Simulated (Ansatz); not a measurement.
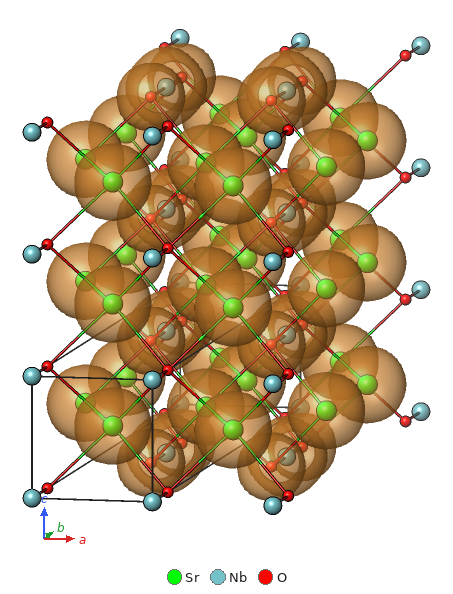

The picture shows: Sr2NbO2. Isosurface of the valence pseudo-density at 0.4 e/Å³ (orange), seen slightly off an axis. Sticks mark near contacts.

Space group Cmmm; a structure generated by program, which may or may not match a known phase; computed without spin polarisation.

Level of theory: Ansatz, DFT PBE, scalar-relativistic, plane waves, PAW.

In a PAW calculation such maps are meaningful between the atoms, not at the nuclei.

```yaml
crystal:
  lattice:
    - [3.44198, 0.00000, 0.00000]
    - [0.00000, 19.03339, 0.00000]
    - [0.00000, 0.00000, 3.43715]
  atoms:
    - { symbol: Sr, position: [0.00000, 0.63858, 0.50000] }
    - { symbol: Sr, position: [0.50000, 0.13858, 0.50000] }
    - { symbol: Sr, position: [0.00000, 0.36142, 0.50000] }
    - { symbol: Sr, position: [0.50000, 0.86142, 0.50000] }
    - { symbol: Nb, position: [0.00000, 0.00000, 0.00000] }
    - { symbol: Nb, position: [0.50000, 0.50000, 0.00000] }
    - { symbol: O, position: [0.00000, 0.89599, 0.00000] }
    - { symbol: O, position: [0.50000, 0.39599, 0.00000] }
    - { symbol: O, position: [0.00000, 0.10401, 0.00000] }
    - { symbol: O, position: [0.50000, 0.60401, 0.00000] }
```

> How is the density connected at this value?

At this value the density breaks into separate islands; it holds about 75 % of the electrons treated as valence (semicore included). It bridges the sampled Nb–O (1.98 Å) contacts, where the density stays above the isovalue. It is pinched off along the sampled Sr–O (2.52 Å) contacts. On the grid the lowest density along these lines, outside the cores, is 0.88 e/Å³ (Nb–O, 1.98 Å) and 0.24 e/Å³ (Sr–O, 2.52 Å).

> How much charge does the calculation move between the atoms?

Electrons move from Sr and Nb towards O. Bader charges: Sr +1.09, Nb +0.63 and O −1.41 e.
